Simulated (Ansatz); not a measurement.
Bands of a (8,0) arsenic nanotube, along its axis.

Levels: PBE (plane waves to 420 eV, PAW; Ansatz, a program for electronic structure); PBE with spin-orbit coupling run with Ansatz. Unmarked values and the geometry are of the first. Mesh 1×1×6. No spin polarisation. Periodic along z alone, with about 11 Å of vacuum beside it. A hypothetical model, rolled from the flat sheet. Symmetry and one short period hold its shape; lower forms weren't sought. Values not marked SOC lack spin–orbit coupling.

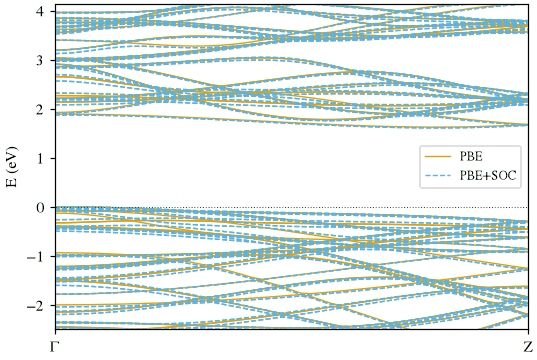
*Bands from the zone centre to the zone edge (period 6.22 Å); the dotted line marks the highest filled level of each set*

Question: Is it a metal or a semiconductor at this level? Give what the bands show.

Answer: A semiconductor in PBE.
```
Property                                                             Result
----------------------------  ---------------------------------------------
PBE gap                       1.62 eV, indirect, from Γ to k = 0.406 × 2π/c
PBE+SOC gap at this geometry                                        1.61 eV
```
